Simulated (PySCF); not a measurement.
## A study: C3H4O2S, SMILES `CC=O.O=C=S`

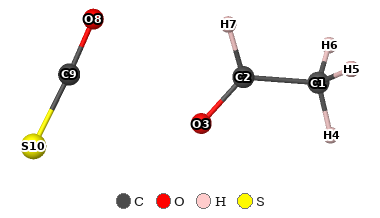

The molecule, with its atoms numbered as below. The pair's geometry is semi-empirical, so its contact may be too short or too long.

Coordinates in Å:

```
C1       3.3432   -0.2032   -0.0459
C2       1.8906    0.1166    0.0803
O3       0.9926   -0.6751    0.0054
H4       3.4935   -1.2664   -0.2130
H5       3.8583    0.1085    0.8610
H6       3.7619    0.3668   -0.8735
H7       1.6830    1.1909    0.2546
O8      -0.8576    1.5995   -0.0275
C9      -1.4432    0.6027   -0.0152
S10     -2.2888   -0.6807    0.0020
```

Part 1: Bonding charge

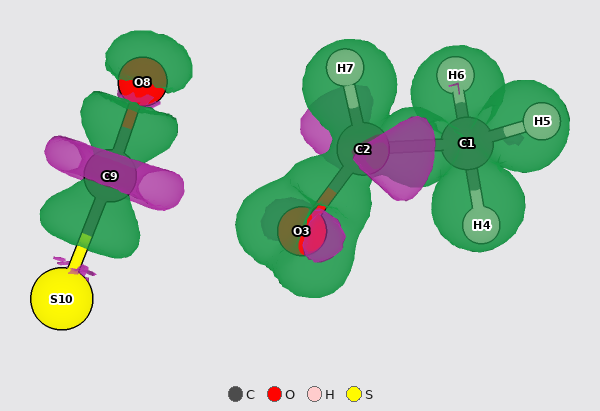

Deformation density (molecule less spherical, spin-averaged free atoms at the same positions), surfaces at ±0.1 e/Å³; green: gain, purple: loss.

PySCF calculation, r2SCAN/6-311+G**, gas phase; geometry: GFN2-xTB.

Question: Describe the bonding that the map shows.

Answer: C2–H7: +0.73 e/Å³ at the bond critical point (bond length 1.11 Å). O8–C9: +0.69 e/Å³ at the bond critical point (bond length 1.16 Å). C1–H4: +0.68 e/Å³ at the bond critical point (bond length 1.09 Å). C1–H5: +0.64 e/Å³ at the bond critical point (bond length 1.09 Å). C1–H6: +0.64 e/Å³ at the bond critical point (bond length 1.09 Å). C2–O3: +0.57 e/Å³ at the bond critical point (bond length 1.20 Å). C1–C2: +0.52 e/Å³ at the bond critical point (bond length 1.49 Å). C9–S10: +0.03 e/Å³ at the bond critical point (bond length 1.54 Å); up to 0.6 Å beside the axis the gain reaches +0.55 e/Å³. In all, 2.2 electrons gather in the regions of gain relative to the promolecule. A small or negative value marks a very polar bond, one between electron-rich atoms, whose free-atom densities already overlap strongly, a long bond to a heavier atom, or a closed-shell contact such as a hydrogen bond.

Question: Where do the Hirshfeld charges lie?

Answer: The highest Hirshfeld charge is on C9 (+0.14 e), the lowest on O3 (−0.21 e).

Part 2: Bond critical points

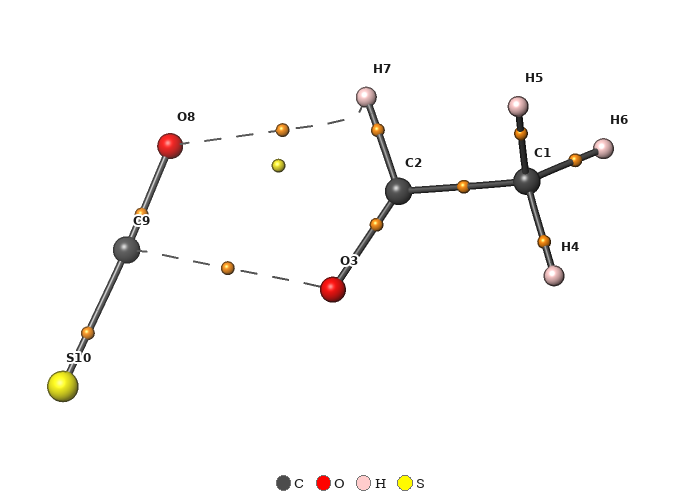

Molecular graph of the electron density (QTAIM): bond paths, bond critical points (orange), ring points (yellow, if any); weak paths are dashed.

Question: How many critical points of each kind are there, and does the count close?

Answer: 10 nuclei, 10 bond, 1 ring and 0 cage critical points: 10 − 10 + 1 − 0 = 1, as the Poincaré–Hopf relation requires.

Question: What does the calculation give at each kind of bond critical point?

Answer:
```csv
bond,length (Å),ρ (a.u.),∇²ρ (a.u.),ε,H (a.u.)
O8–C9,1.156,0.451,+0.46,0.00,−0.782
C2–O3,1.199,0.412,+0.19,0.02,−0.692
C1–H4,1.087,0.277,−0.93,0.00,−0.275
C2–H7,1.108,0.275,−0.93,0.01,−0.266
C1–H5,1.089,0.272,−0.89,0.01,−0.270
C1–H6,1.089,0.271,−0.89,0.01,−0.269
C1–C2,1.493,0.263,−0.65,0.05,−0.229
C9–S10,1.537,0.240,+0.65,0.00,−0.273
O3–C9,2.751,0.014,+0.05,0.68,+0.002
H7–O8,2.589,0.008,+0.03,0.56,+0.001
```

Question: What kind of interaction is C1–H4?

Answer: Shared-shell (covalent): ρ = 0.277, ∇²ρ = −0.93, H = −0.275 a.u.

Question: Are there bond paths between atoms that aren't covalently bonded?

Answer: Yes: O3–C9 (2.75 Å, ρ = 0.014); H7–O8 (2.59 Å, ρ = 0.008).

Part 3: Local ionisation energy

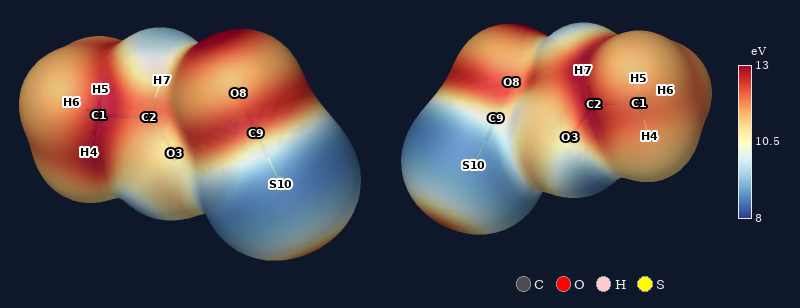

Average local ionisation energy on the surface of electron density 0.001 a.u. (back view left, front view right).

Question: Locate the minima of the map.

Answer: The lowest value is 8.5 eV, 1.9 Å from O3. Further minima include 8.5 eV, 2.2 Å from S10; 9.3 eV, 1.4 Å from H7; 11.3 eV, 1.3 Å from H6. For comparison, the highest occupied orbital lies at −6.4 eV.

Part 4: Binding density

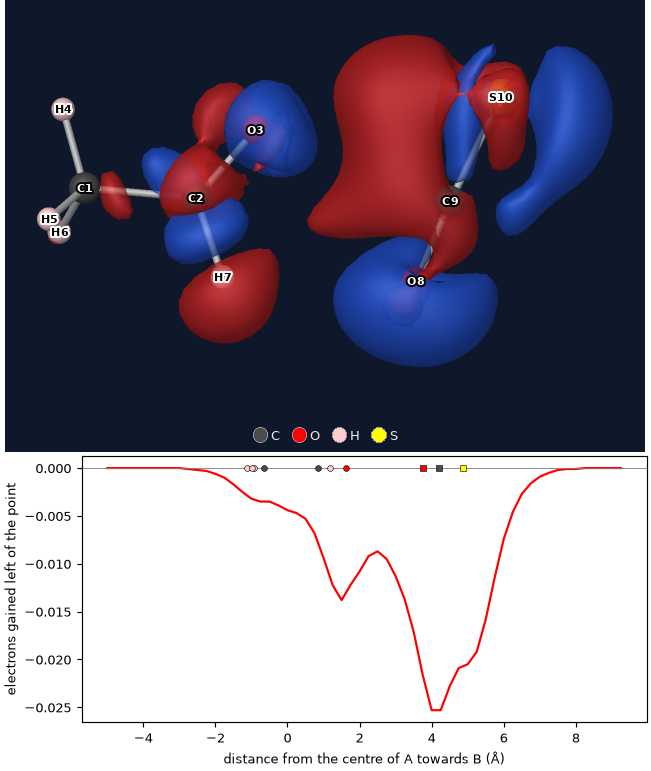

Density of the complex less the densities of the two fragments at the same geometry, ±0.002 e/Å³ (blue: gain, red: loss). Fragment A: H4C2O (atoms 1–7); fragment B: CSO. Below: the charge-displacement curve along the line of centres (A on the left).

Method: r2SCAN/6-311+G**; geometry: GFN2-xTB; program: PySCF.

Question: Which way does charge flow?

Answer: Hirshfeld charges show 0.012 e passing from A to B. By Hirshfeld charges, electrons gather most on O8 (−0.018 e) and leave C9 most (+0.011 e); 0.07 e is displaced in all, which induces a dipole of 0.45 D.

Question: What is the interaction energy, and which contacts carry it?

Answer: The counterpoise-corrected interaction energy of the frozen fragments is −1.6 kcal/mol without dispersion correction and −2.1 kcal/mol with D3(BJ). The pair geometry is semi-empirical, not a minimum at this level. Contacts: O3···C9, 2.75 Å, ρ = 0.014 a.u.; H7···O8, weak C–H hydrogen bond, 2.59 Å, ρ = 0.008 a.u. The pose is a local one from a semi-empirical search, not shown to be the most stable.
